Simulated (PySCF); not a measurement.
**NH₂ radical: field gradients at the nuclei**

How much do the quadrupole couplings of NH₂ radical depend on the level of theory? Each job file holds the settings and the coordinates that a driver script hands to the program.

Method: the levels named in each step, in PySCF 2.14.0, density-fitted response routines.

**1. Starting point**

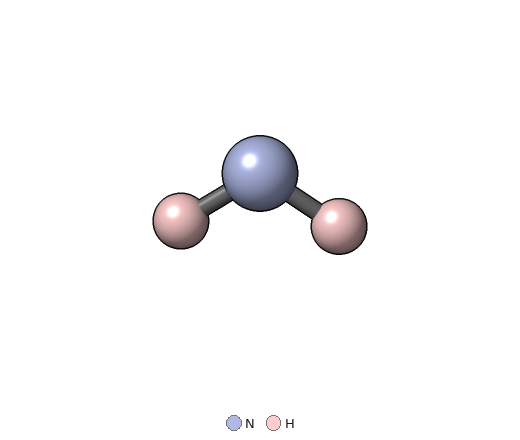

Start, viewed from a chosen angle; nitrogen light blue, hydrogen pink.

Structure file:

```xyz
3

N     0.0004    0.0717   -0.0006
H    -0.8385   -0.4941   -0.0012
H     0.8332   -0.5028    0.0091
```

**2. Geometry, PBE0-D3(BJ)/def2-TZVP**

File job.txt:

```
{"job": {"xc": "PBE0", "basis": "def2-TZVP", "d3": "d3bj", "grid": 2, "kind": "geom"}, "charge": 0, "multiplicity": 2}
N      0.000380     0.071740    -0.000570
H     -0.838470    -0.494080    -0.001180
H      0.833200    -0.502830     0.009090
```

Output:

```text
step   0  E = -55.83332095  max force = 0.026161
step   1  E = -55.83494280  max force = 0.006973
step   2  E = -55.83501254  max force = 0.000135
step   3  E = -55.83501266  max force = 0.000012
optimisation converged
```

It took 1.6 s on 2 threads of Arm Neoverse V2, shared host.

It ended at:

```xyz
3

N     0.0006    0.1173   -0.0009
H    -0.8069   -0.5170   -0.0008
H     0.8014   -0.5255    0.0091
```

**3. Field gradients, PBE0/pcJ-2**

File job.txt:

```
{"job": {"kind": "efgt", "xc": "PBE0", "basis": "pcJ-2"}, "charge": 0, "multiplicity": 2}
N      0.000635     0.117259    -0.000929
H     -0.806926    -0.516975    -0.000808
H      0.801401    -0.525453     0.009077
```

Output:

```text
coarse grid: 2304 points
cycle   1  E = -55.8297194871  dE = -1.592e-01  |g| = 1.461e-01  |ddm| = 6.431e-01
cycle   2  E = -55.8348003807  dE = -5.081e-03  |g| = 1.036e-01  |ddm| = 1.777e-01
cycle   3  E = -55.8390500297  dE = -4.250e-03  |g| = 3.488e-02  |ddm| = 8.165e-02
cycle   4  E = -55.8395441335  dE = -4.941e-04  |g| = 5.083e-03  |ddm| = 1.825e-02
cycle   5  E = -55.8395604911  dE = -1.636e-05  |g| = 1.077e-03  |ddm| = 3.874e-03
cycle   6  E = -55.8395618736  dE = -1.383e-06  |g| = 2.871e-04  |ddm| = 1.310e-03
final grid: 33520 points
cycle   7  E = -55.8385641826  dE = -2.641e-05  |g| = 2.878e-03  |ddm| = 7.217e-03
cycle   8  E = -55.8385632304  dE =  9.523e-07  |g| = 3.196e-03  |ddm| = 3.142e-03
cycle   9  E = -55.8385674404  dE = -4.210e-06  |g| = 1.287e-04  |ddm| = 1.758e-03
cycle  10  E = -55.8385674526  dE = -1.227e-08  |g| = 4.071e-05  |ddm| = 1.401e-04
cycle  11  E = -55.8385674546  dE = -1.976e-09  |g| = 1.437e-05  |ddm| = 5.448e-05
cycle  12  E = -55.8385674550  dE = -3.448e-10  |g| = 1.097e-06  |ddm| = 3.326e-05
converged SCF energy = -55.8385674550

Field-gradient tensors (au): xx yy zz xy xz yz
  0 N     0.09325   -0.82091    0.72766   -0.00489   -0.00383    0.01230
  1 H     0.16057    0.00440   -0.16497    0.25985   -0.00008    0.00024
  2 H     0.15503    0.00990   -0.16493   -0.26143    0.00404   -0.00299
```

Wall time 1 s (2 threads of Arm Neoverse V2, shared host).

**4. Field gradients, PBE/def2-TZVPP**

File job.txt:

```
{"job": {"kind": "efgt", "xc": "PBE", "basis": "def2-TZVPP"}, "charge": 0, "multiplicity": 2}
N      0.000635     0.117259    -0.000929
H     -0.806926    -0.516975    -0.000808
H      0.801401    -0.525453     0.009077
```

Output:

```text
coarse grid: 2304 points
cycle   1  E = -55.8213261018  dE = -9.880e-02  |g| = 1.691e-01  |ddm| = 7.438e-01
cycle   2  E = -55.8086555968  dE =  1.267e-02  |g| = 2.427e-01  |ddm| = 3.658e-01
cycle   3  E = -55.8356853734  dE = -2.703e-02  |g| = 2.331e-02  |ddm| = 2.141e-01
cycle   4  E = -55.8358954110  dE = -2.100e-04  |g| = 5.252e-03  |ddm| = 1.500e-02
cycle   5  E = -55.8359089177  dE = -1.351e-05  |g| = 8.255e-04  |ddm| = 4.240e-03
cycle   6  E = -55.8359093665  dE = -4.488e-07  |g| = 1.316e-04  |ddm| = 8.560e-04
final grid: 33520 points
cycle   7  E = -55.8307278491  dE = -1.500e-05  |g| = 4.618e-03  |ddm| = 1.270e-02
cycle   8  E = -55.8307142380  dE =  1.361e-05  |g| = 7.201e-03  |ddm| = 7.733e-03
cycle   9  E = -55.8307366845  dE = -2.245e-05  |g| = 2.357e-04  |ddm| = 5.069e-03
cycle  10  E = -55.8307367094  dE = -2.493e-08  |g| = 3.208e-05  |ddm| = 2.039e-04
cycle  11  E = -55.8307367102  dE = -7.360e-10  |g| = 6.287e-06  |ddm| = 3.637e-05
converged SCF energy = -55.8307367102

Field-gradient tensors (au): xx yy zz xy xz yz
  0 N     0.06987   -0.81359    0.74372   -0.00473   -0.00408    0.01237
  1 H     0.16476    0.00483   -0.16959    0.26593   -0.00008    0.00023
  2 H     0.15909    0.01045   -0.16954   -0.26755    0.00414   -0.00307
```

Run time: 0.6 s. Hardware: 2 threads of Arm Neoverse V2, shared host.

**5. Field gradients, B3LYP/def2-TZVPP**

File job.txt:

```
{"job": {"kind": "efgt", "xc": "B3LYP", "basis": "def2-TZVPP"}, "charge": 0, "multiplicity": 2}
N      0.000635     0.117259    -0.000929
H     -0.806926    -0.516975    -0.000808
H      0.801401    -0.525453     0.009077
```

Output:

```text
coarse grid: 2304 points
cycle   1  E = -55.8992741716  dE = -1.426e-01  |g| = 1.444e-01  |ddm| = 7.488e-01
cycle   2  E = -55.9014884150  dE = -2.214e-03  |g| = 1.374e-01  |ddm| = 2.337e-01
cycle   3  E = -55.9096528754  dE = -8.164e-03  |g| = 2.850e-02  |ddm| = 1.151e-01
cycle   4  E = -55.9099947383  dE = -3.419e-04  |g| = 4.533e-03  |ddm| = 1.812e-02
cycle   5  E = -55.9100085577  dE = -1.382e-05  |g| = 9.202e-04  |ddm| = 4.146e-03
cycle   6  E = -55.9100095758  dE = -1.018e-06  |g| = 2.290e-04  |ddm| = 1.377e-03
final grid: 33520 points
cycle   7  E = -55.9066207021  dE = -1.020e-05  |g| = 1.994e-03  |ddm| = 8.528e-03
cycle   8  E = -55.9066198344  dE =  8.677e-07  |g| = 2.445e-03  |ddm| = 2.731e-03
cycle   9  E = -55.9066223466  dE = -2.512e-06  |g| = 9.419e-05  |ddm| = 1.599e-03
cycle  10  E = -55.9066223519  dE = -5.319e-09  |g| = 2.611e-05  |ddm| = 9.835e-05
cycle  11  E = -55.9066223526  dE = -7.058e-10  |g| = 6.985e-06  |ddm| = 3.687e-05
converged SCF energy = -55.9066223526

Field-gradient tensors (au): xx yy zz xy xz yz
  0 N     0.09445   -0.83219    0.73774   -0.00496   -0.00389    0.01246
  1 H     0.16219    0.00510   -0.16729    0.26181   -0.00007    0.00023
  2 H     0.15660    0.01064   -0.16724   -0.26339    0.00407   -0.00302
```

Wall time 0.5 s (2 threads of Arm Neoverse V2, shared host).

**6. Field gradients, CAM-B3LYP/def2-TZVPP**

File job.txt:

```
{"job": {"kind": "efgt", "xc": "CAM-B3LYP", "basis": "def2-TZVPP"}, "charge": 0, "multiplicity": 2}
N      0.000635     0.117259    -0.000929
H     -0.806926    -0.516975    -0.000808
H      0.801401    -0.525453     0.009077
```

Output:

```text
coarse grid: 2304 points
cycle   1  E = -55.8699640604  dE = -1.987e-01  |g| = 1.418e-01  |ddm| = 7.527e-01
cycle   2  E = -55.8778316352  dE = -7.868e-03  |g| = 7.729e-02  |ddm| = 1.695e-01
cycle   3  E = -55.8800753359  dE = -2.244e-03  |g| = 2.633e-02  |ddm| = 5.837e-02
cycle   4  E = -55.8803675073  dE = -2.922e-04  |g| = 4.803e-03  |ddm| = 1.757e-02
cycle   5  E = -55.8803881905  dE = -2.068e-05  |g| = 1.192e-03  |ddm| = 5.290e-03
cycle   6  E = -55.8803904762  dE = -2.286e-06  |g| = 2.777e-04  |ddm| = 2.156e-03
final grid: 33520 points
cycle   7  E = -55.8774461444  dE = -8.421e-06  |g| = 1.413e-03  |ddm| = 7.003e-03
cycle   8  E = -55.8774463249  dE = -1.804e-07  |g| = 1.268e-03  |ddm| = 1.568e-03
cycle   9  E = -55.8774469627  dE = -6.378e-07  |g| = 8.652e-05  |ddm| = 7.398e-04
cycle  10  E = -55.8774469712  dE = -8.532e-09  |g| = 3.110e-05  |ddm| = 1.358e-04
cycle  11  E = -55.8774469729  dE = -1.661e-09  |g| = 1.070e-05  |ddm| = 7.072e-05
cycle  12  E = -55.8774469731  dE = -2.249e-10  |g| = 1.366e-06  |ddm| = 3.310e-05
converged SCF energy = -55.8774469731

Field-gradient tensors (au): xx yy zz xy xz yz
  0 N     0.09303   -0.84341    0.75039   -0.00501   -0.00397    0.01265
  1 H     0.16244    0.00536   -0.16780    0.26287   -0.00008    0.00023
  2 H     0.15683    0.01092   -0.16775   -0.26445    0.00409   -0.00304
```

Run time: 0.6 s. Hardware: 2 threads of Arm Neoverse V2, shared host.

**7. Field gradients, HF/def2-TZVPP**

File job.txt:

```
{"job": {"kind": "efgt", "xc": "HF", "basis": "def2-TZVPP"}, "charge": 0, "multiplicity": 2}
N      0.000635     0.117259    -0.000929
H     -0.806926    -0.516975    -0.000808
H      0.801401    -0.525453     0.009077
```

Output:

```text
final grid: 33520 points
cycle   1  E = -55.5695744136  dE = -3.175e-01  |g| = 1.819e-01  |ddm| = 7.430e-01
cycle   2  E = -55.5866565696  dE = -1.708e-02  |g| = 5.269e-02  |ddm| = 1.246e-01
cycle   3  E = -55.5881533084  dE = -1.497e-03  |g| = 2.014e-02  |ddm| = 3.967e-02
cycle   4  E = -55.5885298864  dE = -3.766e-04  |g| = 8.936e-03  |ddm| = 2.100e-02
cycle   5  E = -55.5886292877  dE = -9.940e-05  |g| = 4.073e-03  |ddm| = 1.112e-02
cycle   6  E = -55.5886607900  dE = -3.150e-05  |g| = 1.422e-03  |ddm| = 8.063e-03
cycle   7  E = -55.5886656491  dE = -4.859e-06  |g| = 4.591e-04  |ddm| = 3.861e-03
cycle   8  E = -55.5886661711  dE = -5.220e-07  |g| = 9.775e-05  |ddm| = 1.607e-03
cycle   9  E = -55.5886661877  dE = -1.652e-08  |g| = 2.422e-05  |ddm| = 2.102e-04
cycle  10  E = -55.5886661886  dE = -9.472e-10  |g| = 4.751e-06  |ddm| = 5.523e-05
converged SCF energy = -55.5886661886

Field-gradient tensors (au): xx yy zz xy xz yz
  0 N     0.18426   -0.81536    0.63110   -0.00534   -0.00269    0.01149
  1 H     0.16376    0.00605   -0.16981    0.26662   -0.00009    0.00023
  2 H     0.15807    0.01169   -0.16976   -0.26821    0.00414   -0.00308
```

It took 0.1 s on 2 threads of Arm Neoverse V2, shared host.

**8. Comparison**

Largest principal value Vzz, in atomic units:

```tsv
atom	PBE0/pcJ-2	PBE/def2-TZVPP	B3LYP/def2-TZVPP	CAM-B3LYP/def2-TZVPP	HF/def2-TZVPP
N1	-0.8210	-0.8137	-0.8323	-0.8435	-0.8155
H2	0.3538	0.3625	0.3570	0.3583	0.3629
H3	0.3538	0.3625	0.3570	0.3583	0.3629
CPU time	1.1 s	0.7 s	0.6 s	0.8 s	0.1 s
```

Couplings eQVzz/h in MHz (234.9647 × Q in barn × Vzz), with Q = 0.02044 (14N), 0.00285783 (2H):

```tsv
nucleus	PBE0/pcJ-2	PBE/def2-TZVPP	B3LYP/def2-TZVPP	CAM-B3LYP/def2-TZVPP	HF/def2-TZVPP
14N (atom 1)	-3.943	-3.908	-3.997	-4.051	-3.916
2H (atom 2)	0.238	0.243	0.240	0.241	0.244
2H (atom 3)	0.238	0.243	0.240	0.241	0.244
```

**9. Summary of results**

| quantity | value |
| --- | --- |
| coupling of 14N (atom 1), PBE0/pcJ-2 | -3.943 MHz |
| coupling of 2H (atom 2), PBE0/pcJ-2 | 0.238 MHz |
| coupling of 2H (atom 3), PBE0/pcJ-2 | 0.238 MHz |

What this shows: The largest coupling, that of 14N, runs from -4.051 (CAM-B3LYP/def2-TZVPP) to -3.908 MHz (PBE/def2-TZVPP). The gradients are non-relativistic, at the equilibrium geometry and in principal axes; measured couplings hold vibrational averaging and refer to the inertial axes. The def2 sets are stiff near the nuclei, which limits their accuracy.
